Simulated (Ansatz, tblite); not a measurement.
**(HZn-mu-OH)2 (Zn2H4O2): spin-state energies by level**

Aim: set other spin states of (HZn-mu-OH)2 (Zn2H4O2) against its singlet, on many levels of theory.

Method: as each input shows; program: Ansatz 0.2.0, Gaussian basis.

Levels to be run: triplet, at the geometry of the singlet (GFN1-xTB, GFN2-xTB, PBE0-D4/def2-TZVP, PBE-D4/def2-TZVP, r2SCAN-D4/def2-TZVP); the singlet's energies come from earlier runs.

## Step 1: The geometry

The geometry is that of the singlet, from an earlier relaxation (r2SCAN-D4/def2-SVP).

8 atoms, charge 0, spin multiplicity 1.

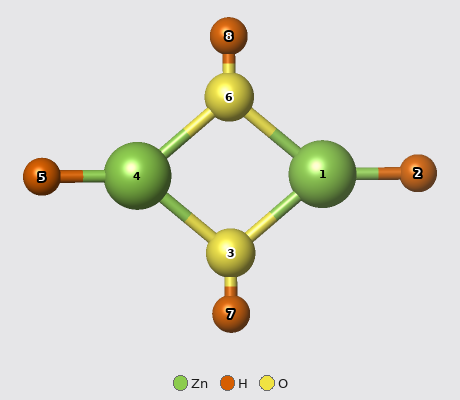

The geometry (zinc green, hydrogen orange, oxygen yellow); atoms are numbered from 1 in the order of the file.

## Step 2: Triplet at the fixed geometry, GFN1-xTB

Tight binding, by tblite at 300 K electronic temperature and without a spin-polarisation term:

```python
tblite.interface.Calculator('GFN1-xTB', numbers, positions, charge=0, uhf=2).singlepoint()
```

Energy -351.4350 eV; 0.007 s.

## Step 3: Triplet at the fixed geometry, GFN2-xTB

Tight binding, by tblite at 300 K electronic temperature and without a spin-polarisation term:

```python
tblite.interface.Calculator('GFN2-xTB', numbers, positions, charge=0, uhf=2).singlepoint()
```

Energy -302.1803 eV; 0.007 s.

## Step 4: Triplet at the fixed geometry, PBE0-D4/def2-TZVP

in.yaml reads:

```yaml
crystal:
  periodic: [false, false, false]
  atoms:
    - {symbol: Zn, position_ang: [-0.625706, 1.266098, 0.446439]}
    - {symbol: H, position_ang: [-1.270545, 2.572521, 0.907977]}
    - {symbol: O, position_ang: [0.633160, 0.617613, -0.863990]}
    - {symbol: Zn, position_ang: [0.625701, -1.266098, -0.446543]}
    - {symbol: H, position_ang: [1.272099, -2.572321, -0.906453]}
    - {symbol: O, position_ang: [-0.634348, -0.617804, 0.862911]}
    - {symbol: H, position_ang: [1.126259, 1.097894, -1.534874]}
    - {symbol: H, position_ang: [-1.126610, -1.097914, 1.534533]}
basis:
  gaussian: {orbitals: def2-TZVP}
magnetization: {spin_polarized: true, initial_magnetization: 2}
hamiltonian: {xc: pbe0, dispersion: d4}
scf: {omitted_lower_state_checks: [starts]}
output: {orbitals: {seedname: orbitals}}
```

On the command line:

```bash
ansatz run in.yaml --threads 4 --pin off --events-out ev --progress --plain --max-ram 3916MiB
```

The log of the run:

```text
Functional definition: PBE0
  name "PBE0"
  cite "Adamo & Barone, J. Chem. Phys. 110, 6158 (1999) doi:10.1063/1.478522"
  cite "Perdew, Burke & Ernzerhof, Phys. Rev. Lett. 77, 3865 (1996) doi:10.1103/PhysRevLett.77.3865"
  parent pbe
  parameter a = 0.25
  parameter kappa = 0.804
  parameter beta = 0.06672455060314922
  exchange = (1 - a)*pbe_x(kappa = kappa, mu = beta*pi^2/3) + a*exact_x
  correlation = pbe_c(beta = beta)
these checks for a lower state are left out or cut short: starts
1560 factors; their error is unknown
mean field evaluation 1: about -100965.6492 eV, gradient 6.6e1 eV
mean field evaluation 2: about -100904.8222 eV, gradient 1.5e2 eV
mean field evaluation 4: about -100977.7347 eV, gradient 1.7e1 eV
mean field evaluation 8: about -100978.2904 eV, gradient 1.3e-1 eV
mean field evaluation 16: about -100978.4639 eV, gradient 3.4e-3 eV
mean field evaluation 32: about -100978.4639 eV, gradient 1.2e-5 eV
mean field -100978.46393553 eV, -3710.8901039697 hartree, gradient 2.5e-6 eV, S^2 2.008315; 0 other end points of the search recorded, 0 dependent functions left out
reference -100978.46397634 eV, -3710.8901054693 hartree; 41, 39 occupied and 141, 143 virtual orbitals, 1560 factors
Total energy: -100978.60014367 eV, -3710.8951095264 hartree
Checks for a lower state left out: starts
```

It took 25 s on 4 threads of Intel Xeon Platinum 8259CL at 2.50GHz, shared host; peak memory 1.3 GiB.

HOMO -2.04 eV, LUMO -6.68 eV (over both spins; with the spin held, an empty level of the minority spin lies below the top filled one); ⟨S²⟩ 2.008 (pure: 2.00).

## Step 5: Triplet at the fixed geometry, PBE-D4/def2-TZVP

start.molden holds the orbitals of an earlier run on this state, given as this run's starting guess.

in.yaml, as its differences from that of step 4:

```diff
@@ -12,5 +12,5 @@
 basis:
-  gaussian: {orbitals: def2-TZVP}
+  gaussian: {orbitals: def2-TZVP, initial_orbitals: start.molden}
 magnetization: {spin_polarized: true, initial_magnetization: 2}
-hamiltonian: {xc: pbe0, dispersion: d4}
+hamiltonian: {xc: pbe, dispersion: d4}
 scf: {omitted_lower_state_checks: [starts]}
```

Same command.

The log of the run:

```text
Functional definition: PBE
  name "PBE"
  cite "Perdew, Burke & Ernzerhof, Phys. Rev. Lett. 77, 3865 (1996) doi:10.1103/PhysRevLett.77.3865"
  parent pbe
  parameter kappa = 0.804
  parameter beta = 0.06672455060314922
  exchange = pbe_x(kappa = kappa, mu = beta*pi^2/3)
  correlation = pbe_c(beta = beta)
these checks for a lower state are left out or cut short: starts
1398 factors; their error is unknown
mean field evaluation 1: about -100977.9175 eV, gradient 9.2e0 eV
mean field evaluation 2: about -100978.1414 eV, gradient 2.9e-1 eV
mean field evaluation 4: about -100978.1247 eV, gradient 1.6e-1 eV
mean field evaluation 8: about -100978.1248 eV, gradient 1.4e-5 eV
mean field -100978.12479726 eV, -3710.8776408679 hartree, gradient 9.1e-6 eV, S^2 2.003464; 0 other end points of the search recorded, 0 dependent functions left out
reference -100978.12485211 eV, -3710.8776428838 hartree; 41, 39 occupied and 141, 143 virtual orbitals, 1398 factors
Total energy: -100978.28658529 eV, -3710.8835864683 hartree
Checks for a lower state left out: starts
```

It took 10 s on 4 threads of Intel Xeon Platinum 8259CL at 2.50GHz, shared host.

HOMO -1.69 eV, LUMO -7.00 eV (over both spins; with the spin held, an empty level of the minority spin lies below the top filled one); ⟨S²⟩ 2.003 (pure: 2.00).

## Step 6: Triplet at the fixed geometry, r2SCAN-D4/def2-TZVP

in.yaml, as its differences from that of step 5:

```diff
@@ -14,3 +14,3 @@
 magnetization: {spin_polarized: true, initial_magnetization: 2}
-hamiltonian: {xc: pbe, dispersion: d4}
+hamiltonian: {xc: r2scan, dispersion: d4}
 scf: {omitted_lower_state_checks: [starts]}
```

The command is unchanged.

The log of the run:

```text
Functional definition: r2SCAN
  name "r2SCAN"
  cite "Furness, Kaplan, Ning, Perdew & Sun, J. Phys. Chem. Lett. 11, 8208 (2020) doi:10.1021/acs.jpclett.0c02405"
  cite "Furness, Kaplan, Ning, Perdew & Sun, J. Phys. Chem. Lett. 11, 9248 (2020) doi:10.1021/acs.jpclett.0c03077"
  parent r2scan
  parameter k0 = 0.174
  parameter k1 = 0.065
  parameter a1 = 4.9479
  exchange = r2scan_x(k0 = k0, k1 = k1, a1 = a1)
  correlation = r2scan_c
these checks for a lower state are left out or cut short: starts
1398 factors; their error is unknown
mean field evaluation 1: about -100994.2163 eV, gradient 5.4e0 eV
mean field evaluation 2: about -100994.2876 eV, gradient 1.6e-1 eV
mean field evaluation 4: about -100994.2671 eV, gradient 1.0e-3 eV
mean field evaluation 8: about -100994.2671 eV, gradient 1.8e-5 eV
mean field -100994.26711024 eV, -3711.4708599285 hartree, gradient 3.1e-6 eV, S^2 2.008086; 0 other end points of the search recorded, 0 dependent functions left out
reference -100994.26713333 eV, -3711.4708607769 hartree; 41, 39 occupied and 141, 143 virtual orbitals, 1398 factors
Total energy: -100994.30536578 eV, -3711.4722657935 hartree
Checks for a lower state left out: starts
```

Run time: 11 s. Hardware: 4 threads of Intel Xeon Platinum 8259CL at 2.50GHz, shared host.

From the report: HOMO -1.68 eV, LUMO -7.12 eV (over both spins; with the spin held, an empty level of the minority spin lies below the top filled one); ⟨S²⟩ 2.008 (pure: 2.00).

## Step 7: Triplet less singlet, vertical

The singlet's energies are those of its earlier runs, whose logs aren't repeated here.

```tsv
level	triplet less singlet, vertical (kcal/mol)	time
GFN1-xTB	+152.5	0.014 s
GFN2-xTB	+153.5	0.012 s
PBE-D4/def2-TZVP	+125.0	13 s
r2SCAN-D4/def2-TZVP	+134.1	14 s
PBE0-D4/def2-TZVP	+142.2	28 s
```

Times add the two runs; a level without a time comes out of a correlated run. Tight binding without a spin term can't rank spin states.

## Step 8: What came out

```
                                                quantity                                         value
triplet less singlet, vertical, functionals in def2-TZVP  +125.0 (PBE-D4) to +142.2 kcal/mol (PBE0-D4)
```

All functionals put the triplet above the singlet, over a spread of 17.2 kcal/mol. The checks for a lower triplet were left out, so another state of that spin may lie lower. These are electronic energies, without zero-point motion, entropy or surroundings.
